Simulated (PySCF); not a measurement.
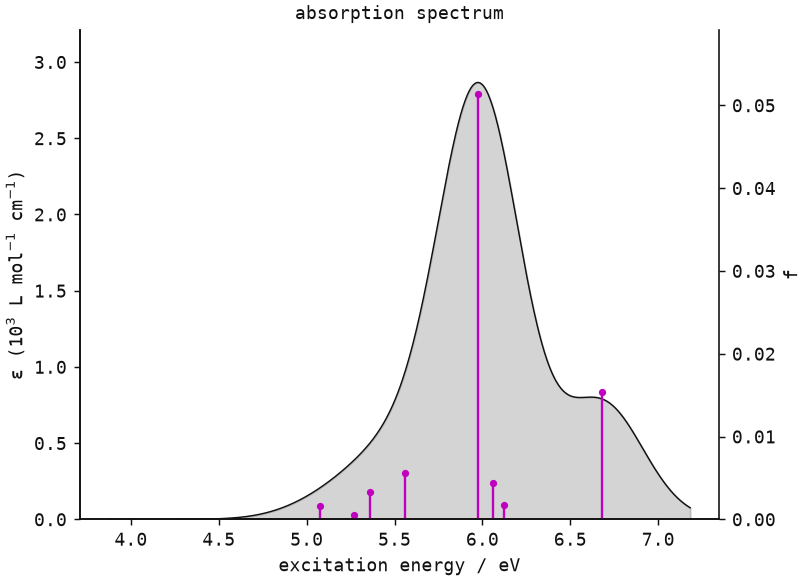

Computed absorption of C₇H₅NS, SMILES N#CSc1ccccc1. Vertical TDDFT excitations, B3LYP/def2-SVPD, PySCF, at a GFN2-xTB geometry (no frequency check), gas phase. Only the first 8 singlet excitations are included; each is broadened by a Gaussian of 1/e half-width 0.33 eV. Sticks give oscillator strengths (right axis).

Q: Where is the maximum of the broadened curve, and how high is it?

A: At about 6.0 eV (207 nm), with ε near 2900 L mol⁻¹ cm⁻¹.

Q: Does any vertical transition fall in the visible?

A: No singlet lies below 3.1 eV (beyond 400 nm), so at this level no vertical transition falls in the visible.

Known limits of this run: the tight-binding geometry is rougher than a DFT one and adds to the error; one conformer of a flexible molecule; core orbitals are frozen in the response.
